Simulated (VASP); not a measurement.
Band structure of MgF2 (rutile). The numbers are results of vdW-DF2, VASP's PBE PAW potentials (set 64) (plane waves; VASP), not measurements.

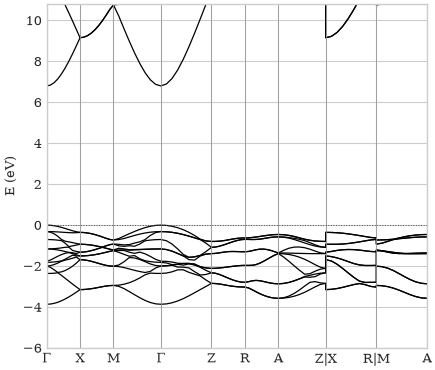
Fig. 1. Bands along high-symmetry lines, zero at the valence-band maximum or, without a gap, the Fermi level

Task: Read the plot: is there a gap, and where are the band edges?

Result: The gap is direct, 6.80 eV, from the valence maximum at Γ to the conduction minimum at Γ. (Edges off the drawn lines would not show.)

Measured: gap 12.40 eV (computed value off by -5.60 eV), as given by Andrés Aguado et al., Journal of the Physical Society of Japan (1999), arXiv:cond-mat/9901145.

The compound is MgF2 in the rutile structure. It was relaxed first.
